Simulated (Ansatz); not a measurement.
**C$_{2}$H$_{10}$OSi$_{2}$: density, localisation and related maps**

```yaml
atoms:
  - { symbol: C, position_ang: [1.4683, -0.0257, 1.2812] }
  - { symbol: C, position_ang: [1.0190, -1.1665, 0.3452] }
  - { symbol: Si, position_ang: [0.0763, -0.5398, -1.2229] }
  - { symbol: Si, position_ang: [-1.9497, 0.5702, -0.6562] }
  - { symbol: O, position_ang: [-1.6993, 1.8499, 0.5141] }
  - { symbol: H, position_ang: [2.1690, 0.6494, 0.7744] }
  - { symbol: H, position_ang: [1.9763, -0.4222, 2.1688] }
  - { symbol: H, position_ang: [0.6154, 0.5723, 1.6230] }
  - { symbol: H, position_ang: [0.3646, -1.8646, 0.8830] }
  - { symbol: H, position_ang: [1.8864, -1.7489, 0.0076] }
  - { symbol: H, position_ang: [-0.2601, -1.6847, -2.1461] }
  - { symbol: H, position_ang: [0.9622, 0.4079, -1.9945] }
  - { symbol: H, position_ang: [-2.6252, 1.1003, -1.9009] }
  - { symbol: H, position_ang: [-2.8998, -0.3565, 0.0398] }
  - { symbol: H, position_ang: [-1.1252, 2.6083, 0.3130] }
```

These are results of RKS B3LYP/6-31G in Ansatz 0.2.0, not measurements.

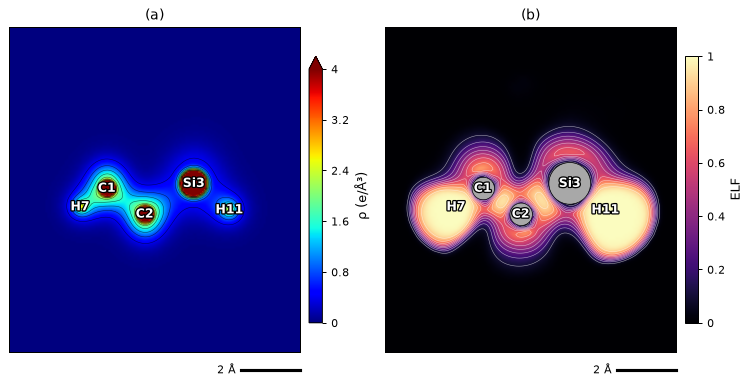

Figure 1. (a) total electron density; (b) electron localisation function on the plane of atoms C2, Si3 and H11. Grey discs cover the atomic cores in the ELF map.

### What do the fields say about this system?

- The plane passes through C, Si and H nuclei.
- C–C (1.54 Å): ρ at the midpoint is about 1.5 e/Å³; the ELF peaks at about 0.95 between the atoms; localised, covalent bonding.
- C–Si (1.93 Å): the density is about 0.78 e/Å³ at the midpoint; the ELF peaks at about 0.95 between the atoms: localised, covalent bonding.
- C–H (1.10 Å): ρ at the midpoint is about 1.8 e/Å³; the ELF climbs to about 1 towards the hydrogen, as it does in any bond to H (an ordinary covalent bond to hydrogen).
- Si–H (1.51 Å): the density is about 0.65 e/Å³ at the midpoint; the ELF climbs to about 1 towards the hydrogen.

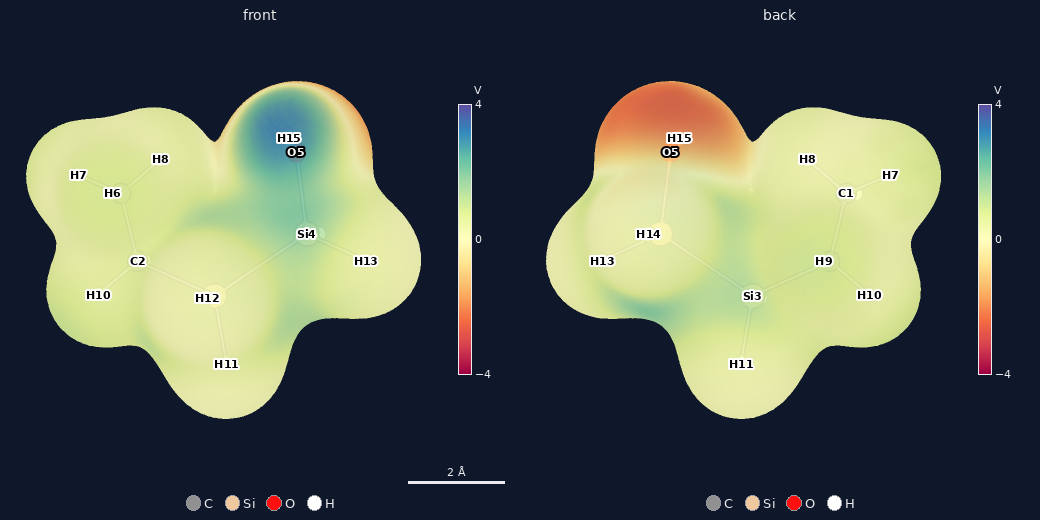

Figure 2. The electrostatic potential painted on the density surface at 0.004 e/bohr³, seen from the front and from behind; red is negative and blue positive.

### Describe the electrostatic potential map.

The most negative region (about −2.5 V) lies over O5, the most positive (about +3.1 V) over H15. O5 is the likeliest acceptor of a hydrogen bond.

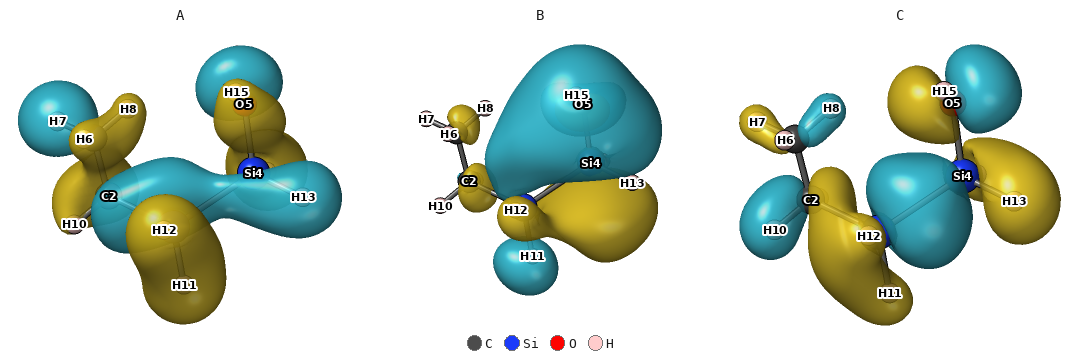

Figure 3. Three frontier orbitals at ±0.06 Å⁻³ᐟ² (yellow and cyan are the two phases), in no order.

### Which picture is the HOMO−1, the HOMO and the LUMO?

A is the HOMO−1 (−8.24 eV). Its weight (Hirshfeld) is mainly on O5 (about 20 %), Si3 (about 15 %), C2 (about 15 %), Si4 (about 10 %) and C1 (about 5 %). C is the HOMO (−7.19 eV). By Hirshfeld shares it lies mainly on O5 (about 35 %), Si3 (about 20 %), Si4 (about 20 %) and H13 (about 5 %). B is the LUMO (−0.24 eV). By Hirshfeld shares it lies mainly on Si4 (about 40 %), O5 (about 15 %), Si3 (about 15 %) and H15 (about 10 %).

### What is the HOMO–LUMO gap?

6.95 eV between the orbital energies.
